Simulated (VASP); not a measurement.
Band structure of Al2In2Sb4 (ordered alloy cell). Level of theory: PBEsol GGA, VASP's PBE PAW potentials (set 64) (plane waves; VASP).

Unless said otherwise, spin-orbit coupling is left out, though it shifts the bands of the heavy elements here.

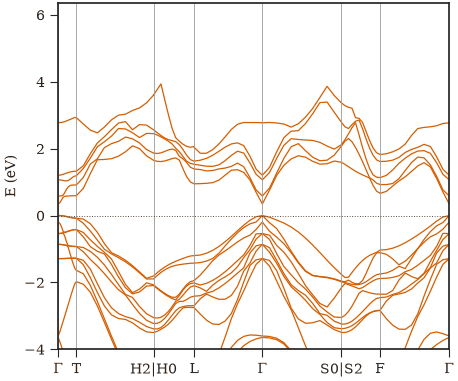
Bands along high-symmetry lines, zero at the valence-band maximum or, without a gap, the Fermi level

Read the plot: is there a gap, and where are the band edges?

The gap is direct, 0.35 eV, from the valence maximum at Γ to the conduction minimum at Γ. (Edges off the drawn lines would not show.)

The structure was generated: Al2In2Sb4 was put into an ordered model structure (R3m), which need not be its known phase. It was relaxed first.
